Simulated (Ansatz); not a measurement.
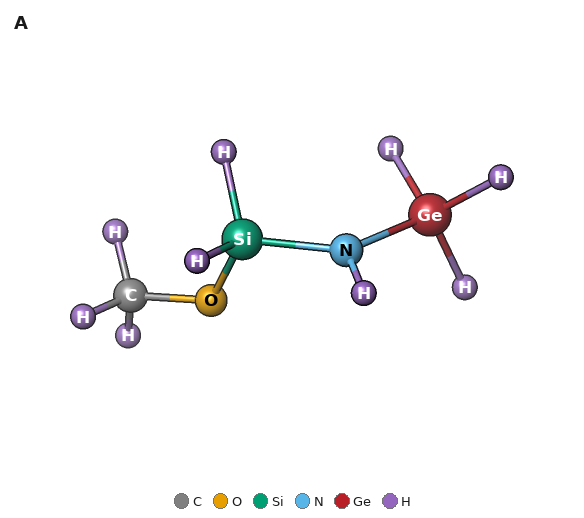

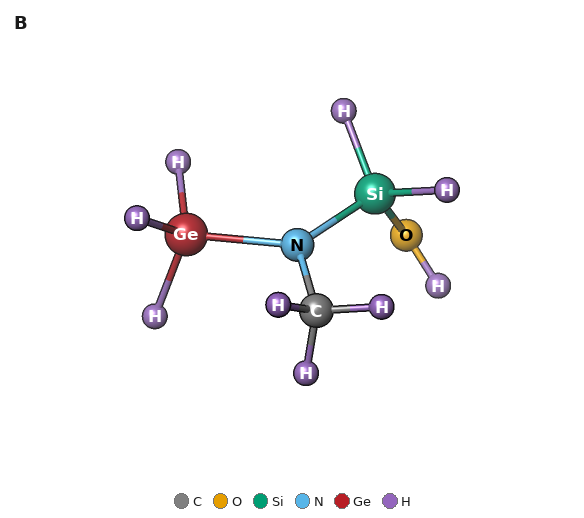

2 stationary structures of one formula. Geometries: PBE0-D4/def2-TZVP. Electronic energies: ωB97M-V/def2-TZVPP (Ansatz 0.2.0), without zero-point energy. No frequency run is at hand to confirm each as a minimum. Each is one conformer, not always the lowest.

How are they related?

They are constitutional isomers of CH9GeNOSi: A `CO[SiH2][NH][GeH3]`, B `C[N]([GeH3])[SiH2]O`.

Rank them by energy, lowest first.

B is lowest; A lies 0.140 eV above it.
